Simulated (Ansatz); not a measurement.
## C2H8BBrSSi: nudged elastic band (part 1 of 2)

C2H8BBrSSi, computed with RHF/def2-SVP (Ansatz 0.2.0).

It belongs to a series of runs on one base structure; here: band between the two ends. Figures and captions count atoms from 1; the log counts them from 0 in places.

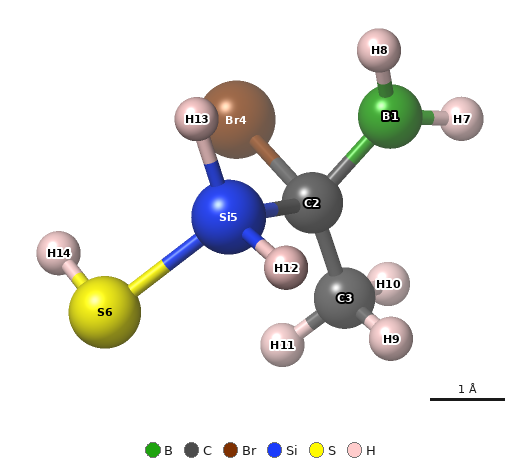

**Figure 1.** The structure as given in the input (ball-and-stick view, seen at a tilt; atoms are numbered from 1 in the order of the input).

Input:
```yaml
crystal:
  periodic: [false, false, false]
  atoms:
    - { symbol: B, position_ang: [-0.423956, -1.581486, -1.040286] }
    - { symbol: C, position_ang: [-0.089772, -0.427252, -0.010819] }
    - { symbol: C, position_ang: [0.879746, -0.749487, 1.11618] }
    - { symbol: Br, position_ang: [-2.002319, -0.600007, 0.688784] }
    - { symbol: Si, position_ang: [0.055779, 1.321333, -0.752544] }
    - { symbol: S, position_ang: [0.060082, 2.877888, 0.734474] }
    - { symbol: H, position_ang: [-0.173686, -2.71651, -0.749245] }
    - { symbol: H, position_ang: [-0.899951, -1.320269, -2.108038] }
    - { symbol: H, position_ang: [1.894539, -0.745792, 0.707093] }
    - { symbol: H, position_ang: [0.691641, -1.737708, 1.534365] }
    - { symbol: H, position_ang: [0.841273, -0.012801, 1.917585] }
    - { symbol: H, position_ang: [1.384297, 1.418753, -1.397684] }
    - { symbol: H, position_ang: [-1.022262, 1.523109, -1.735628] }
    - { symbol: H, position_ang: [-1.208412, 2.72113, 1.124563] }
basis:
  gaussian: { orbitals: def2-SVP }
hamiltonian:
  xc: hf
neb:
  order_check: false
  images: 7
  f_tol: 0.03
  max_iterations: 55
  final_atoms:
    - { symbol: B, position_ang: [-0.41922725, -1.58206041, -1.04203518] }
    - { symbol: C, position_ang: [-0.09386727, -0.42764278, -0.0092916] }
    - { symbol: C, position_ang: [0.87565693, -0.74826761, 1.11846625] }
    - { symbol: Br, position_ang: [-2.00452412, -0.60405077, 0.68813529] }
    - { symbol: Si, position_ang: [0.05047233, 1.31976454, -0.75321142] }
    - { symbol: S, position_ang: [0.07091823, 2.87981554, 0.73002781] }
    - { symbol: H, position_ang: [-0.89138897, -1.32080085, -2.11183068] }
    - { symbol: H, position_ang: [-0.16736599, -2.71728563, -0.75311923] }
    - { symbol: H, position_ang: [1.89160047, -0.73617564, 0.7115445] }
    - { symbol: H, position_ang: [0.69307795, -1.74006084, 1.53106061] }
    - { symbol: H, position_ang: [0.83030894, -0.01637408, 1.92390184] }
    - { symbol: H, position_ang: [1.37671597, 1.41171063, -1.40358082] }
    - { symbol: H, position_ang: [-1.03022003, 1.52270967, -1.73317578] }
    - { symbol: H, position_ang: [-1.19515819, 2.72961923, 1.13190842] }
  initial_path:
    images:
      - { positions_ang: [[-0.423956, -1.581486, -1.040286], [-0.089772, -0.427252, -0.010819], [0.879746, -0.749487, 1.11618], [-2.002319, -0.600007, 0.688784], [0.055779, 1.321333, -0.752544], [0.060082, 2.877888, 0.734474], [-0.173686, -2.71651, -0.749245], [-0.899951, -1.320269, -2.108038], [1.894539, -0.745792, 0.707093], [0.691641, -1.737708, 1.534365], [0.841273, -0.012801, 1.917585], [1.384297, 1.418753, -1.397684], [-1.022262, 1.523109, -1.735628], [-1.208412, 2.72113, 1.124563]] }
      - { positions_ang: [[-0.39700063, -1.58316385, -1.04506077], [-0.14135093, -0.42925283, 0.00995882], [0.86051212, -0.74686314, 1.09933575], [-1.98053202, -0.54907627, 0.76765161], [0.03806545, 1.29884051, -0.75431436], [0.07642886, 2.86154481, 0.73336286], [-0.24401309, -2.70886027, -0.76736512], [-0.70830935, -1.29207357, -2.12892851], [1.87793592, -0.74172028, 0.67763715], [0.68878322, -1.73583213, 1.54076422], [0.84456745, -0.00336603, 1.91018631], [1.35168371, 1.36556443, -1.42301387], [-1.0626049, 1.53175957, -1.71813662], [-1.2171668, 2.70340006, 1.12672252]] }
      - { positions_ang: [[-0.37004526, -1.58484169, -1.04983554], [-0.19292987, -0.43125367, 0.03073664], [0.84127825, -0.74423928, 1.08249149], [-1.95874505, -0.49814554, 0.84651923], [0.02035191, 1.27634802, -0.75608472], [0.09277572, 2.84520162, 0.73225172], [-0.31434019, -2.70121054, -0.78548523], [-0.51666771, -1.26387814, -2.14981901], [1.86133284, -0.73764856, 0.64818129], [0.68592544, -1.73395626, 1.54716344], [0.84786189, 0.00606893, 1.90278762], [1.31907041, 1.31237585, -1.44834375], [-1.1029478, 1.54041013, -1.70064523], [-1.2259216, 2.68567012, 1.12888205]] }
      - { positions_ang: [[-0.34308989, -1.58651954, -1.05461031], [-0.2445088, -0.4332545, 0.05151447], [0.82204437, -0.74161543, 1.06564724], [-1.93695807, -0.44721481, 0.92538684], [0.00263836, 1.25385552, -0.75785508], [0.10912258, 2.82885844, 0.73114058], [-0.38466728, -2.69356081, -0.80360535], [-0.32502606, -1.23568271, -2.17070952], [1.84472976, -0.73357683, 0.61872544], [0.68306767, -1.73208039, 1.55356267], [0.85115634, 0.0155039, 1.89538894], [1.28645712, 1.25918728, -1.47367362], [-1.14329071, 1.5490607, -1.68315385], [-1.2346764, 2.66794018, 1.13104157]] }
      - { positions_ang: [[-0.31613452, -1.58819738, -1.05938508], [-0.29608773, -0.43525534, 0.07229229], [0.8028105, -0.73899157, 1.04880298], [-1.9151711, -0.39628408, 1.00425445], [-0.01507518, 1.23136303, -0.75962544], [0.12546944, 2.81251525, 0.73002944], [-0.45499438, -2.68591108, -0.82172547], [-0.13338441, -1.20748727, -2.19160003], [1.82812668, -0.72950511, 0.58926959], [0.68020989, -1.73020453, 1.55996189], [0.85445079, 0.02493886, 1.88799025], [1.25384383, 1.20599871, -1.4990035], [-1.18363361, 1.55771126, -1.66566246], [-1.2434312, 2.65021024, 1.1332011]] }
      - { positions_ang: [[-0.3419077, -1.58666314, -1.05504761], [-0.24553262, -0.4333522, 0.05189632], [0.8210221, -0.74131058, 1.0662188], [-1.93750935, -0.44822575, 0.92522466], [0.0013117, 1.25346341, -0.75802194], [0.11183164, 2.82934032, 0.73002903], [-0.56409303, -2.34463352, -1.14425177], [-0.14187981, -1.58493686, -1.83197983], [1.84399513, -0.73117274, 0.61983832], [0.6834269, -1.7326686, 1.55273657], [0.84841533, 0.01461063, 1.89696815], [1.28456187, 1.25742669, -1.47514783], [-1.14528021, 1.54896086, -1.68254079], [-1.23136295, 2.67006249, 1.13287793]] }
      - { positions_ang: [[-0.36768088, -1.58512889, -1.05071013], [-0.1949775, -0.43144906, 0.03150034], [0.83923371, -0.74362959, 1.08363461], [-1.95984761, -0.50016742, 0.84619487], [0.01769858, 1.27556379, -0.75641843], [0.09819384, 2.8461654, 0.73002862], [-0.67319168, -2.00335597, -1.46677807], [-0.1503752, -1.96238645, -1.47235963], [1.85986358, -0.73284038, 0.65040704], [0.68664392, -1.73513268, 1.54551125], [0.84237986, 0.00428239, 1.90594604], [1.3152799, 1.30885467, -1.45129216], [-1.10692682, 1.54021047, -1.69941912], [-1.2192947, 2.68991474, 1.13255476]] }
      - { positions_ang: [[-0.39345407, -1.58359465, -1.04637265], [-0.14442239, -0.42954592, 0.01110437], [0.85744532, -0.7459486, 1.10105043], [-1.98218586, -0.5521091, 0.76716508], [0.03408545, 1.29766416, -0.75481493], [0.08455603, 2.86299047, 0.73002821], [-0.78229033, -1.66207841, -1.78930438], [-0.1588706, -2.33983604, -1.11273943], [1.87573202, -0.73450801, 0.68097577], [0.68986094, -1.73759676, 1.53828593], [0.8363444, -0.00604584, 1.91492394], [1.34599794, 1.36028265, -1.42743649], [-1.06857343, 1.53146007, -1.71629745], [-1.20722644, 2.70976698, 1.13223159]] }
      - { positions_ang: [[-0.41922725, -1.58206041, -1.04203518], [-0.09386727, -0.42764278, -0.0092916], [0.87565693, -0.74826761, 1.11846625], [-2.00452412, -0.60405077, 0.68813529], [0.05047233, 1.31976454, -0.75321142], [0.07091823, 2.87981554, 0.73002781], [-0.89138897, -1.32080085, -2.11183068], [-0.16736599, -2.71728563, -0.75311923], [1.89160047, -0.73617564, 0.7115445], [0.69307795, -1.74006084, 1.53106061], [0.83030894, -0.01637408, 1.92390184], [1.37671597, 1.41171063, -1.40358082], [-1.03022003, 1.52270967, -1.73317578], [-1.19515819, 2.72961923, 1.13190842]] }
```

Run on 2 threads of Intel Xeon (Granite Rapids), 16 GiB of memory available, shared host.

Launch command:
```bash
ansatz run input.yaml --threads 2 --pin off --max-ram 3072MiB --backend cpu --events-out ev --progress --plain --runs-dir out
```

What the program printed:
```
Engine: ansatz 0.2.0, x86_64-unknown-linux-gnu
Functional definition: HF
  exchange = exact_x
  correlation = 0
1611 factors; integrals over basis functions are off by at most 3.6e-4 eV
mean field evaluation 1: about -91519.1777 eV, gradient 2.6e1 eV
mean field evaluation 2: about -91519.2808 eV, gradient 2.6e1 eV
mean field evaluation 4: about -91521.8458 eV, gradient 3.2e0 eV
mean field evaluation 8: about -91521.8847 eV, gradient 2.3e-1 eV
mean field -91521.88497432 eV, -3363.3672370444 hartree, gradient 1.8e-5 eV, S^2 0.000000; 0 other end points of the search recorded, 0 dependent functions left out
the calculation of the forces begins
reference -91521.88497432 eV, -3363.3672370444 hartree; 45, 45 occupied and 105, 105 virtual orbitals, 1611 factors
1611 factors; integrals over basis functions are off by at most 3.4e-4 eV
mean field evaluation 16: about -91521.8448 eV, gradient 3.2e0 eV
mean field -91521.88485994 eV, -3363.3672328411 hartree, gradient 1.8e-5 eV, S^2 0.000000; 0 other end points of the search recorded, 0 dependent functions left out
[... from here on the field's lines of each further geometry are left out, up to the last ...]
NEB iter   1: max|band force component| = 9.449e1 eV/Å  barrier→ = 31.8411 eV  barrier← = 31.8409 eV  Δτ_max = 0.1972 Å  (335 SCF iters)
NEB iter   2: max|band force component| = 3.574e1 eV/Å  barrier→ = 14.8729 eV  barrier← = 14.8728 eV  Δτ_max = 0.1992 Å  (245 SCF iters)
NEB iter   3: max|band force component| = 1.804e1 eV/Å  barrier→ = 8.7602 eV  barrier← = 8.7601 eV  Δτ_max = 0.1931 Å  (243 SCF iters)
NEB iter   4: max|band force component| = 9.285e0 eV/Å  barrier→ = 4.9144 eV  barrier← = 4.9143 eV  Δτ_max = 0.1994 Å  (239 SCF iters)
NEB iter   5: max|band force component| = 5.150e0 eV/Å  barrier→ = 2.7351 eV  barrier← = 2.7350 eV  Δτ_max = 0.1985 Å  (235 SCF iters)
NEB iter   6: max|band force component| = 3.211e0 eV/Å  barrier→ = 1.1969 eV  barrier← = 1.1968 eV  Δτ_max = 0.2000 Å  (236 SCF iters)
NEB iter   7: max|band force component| = 1.471e0 eV/Å  barrier→ = 0.3512 eV  barrier← = 0.3511 eV  Δτ_max = 0.1956 Å  (236 SCF iters)
NEB iter   8: max|band force component| = 8.903e-1 eV/Å  barrier→ = 0.1941 eV  barrier← = 0.1940 eV  Δτ_max = 0.0666 Å  (236 SCF iters)
NEB iter   9: max|band force component| = 9.023e-1 eV/Å  barrier→ = 0.1596 eV  barrier← = 0.1595 eV  Δτ_max = 0.0336 Å  (224 SCF iters)
NEB iter  10: max|band force component| = 6.223e-1 eV/Å  barrier→ = 0.1736 eV  barrier← = 0.1735 eV  Δτ_max = 0.0336 Å  (231 SCF iters)
NEB iter  11: max|band force component| = 2.843e-1 eV/Å  barrier→ = 0.1582 eV  barrier← = 0.1581 eV  CI = image 2  Δτ_max = 0.0661 Å  (222 SCF iters)
NEB iter  12: max|band force component| = 1.469e-1 eV/Å  barrier→ = 0.1623 eV  barrier← = 0.1621 eV  CI = image 2  Δτ_max = 0.0463 Å  (235 SCF iters)
NEB iter  13: max|band force component| = 1.055e-1 eV/Å  barrier→ = 0.1634 eV  barrier← = 0.1633 eV  CI = image 2  Δτ_max = 0.0299 Å  (218 SCF iters)
NEB iter  14: max|band force component| = 5.022e-2 eV/Å  barrier→ = 0.1632 eV  barrier← = 0.1631 eV  CI = image 2  Δτ_max = 0.0237 Å  (208 SCF iters)
NEB iter  15: max|band force component| = 4.752e-2 eV/Å  barrier→ = 0.1633 eV  barrier← = 0.1632 eV  CI = image 2  Δτ_max = 0.0075 Å  (195 SCF iters)
NEB iter  16: max|band force component| = 5.505e-2 eV/Å  barrier→ = 0.1633 eV  barrier← = 0.1632 eV  CI = image 2  Δτ_max = 0.0037 Å  (194 SCF iters)
NEB iter  17: max|band force component| = 5.479e-2 eV/Å  barrier→ = 0.1633 eV  barrier← = 0.1632 eV  CI = image 2  Δτ_max = 0.0019 Å  (193 SCF iters)
NEB iter  18: max|band force component| = 3.369e-2 eV/Å  barrier→ = 0.1633 eV  barrier← = 0.1632 eV  CI = image 2  Δτ_max = 0.0019 Å  (185 SCF iters)
the calculation of the forces begins
reference -91521.83369834 eV, -3363.3653526868 hartree; 45, 45 occupied and 105, 105 virtual orbitals, 1611 factors
1611 factors; integrals over basis functions are off by at most 2.9e-4 eV
mean field -91521.72166571 eV, -3363.3612355637 hartree, gradient 2.2e-5 eV, S^2 0.000000; 1 other end points of the search recorded, 0 dependent functions left out
the calculation of the forces begins
reference -91521.72166571 eV, -3363.3612355637 hartree; 45, 45 occupied and 105, 105 virtual orbitals, 1611 factors
NEB iter  19: max|band force component| = 1.149e-2 eV/Å  barrier→ = 0.1633 eV  barrier← = 0.1632 eV  CI = image 2  Δτ_max = 0.0000 Å  (439 SCF iters)
```
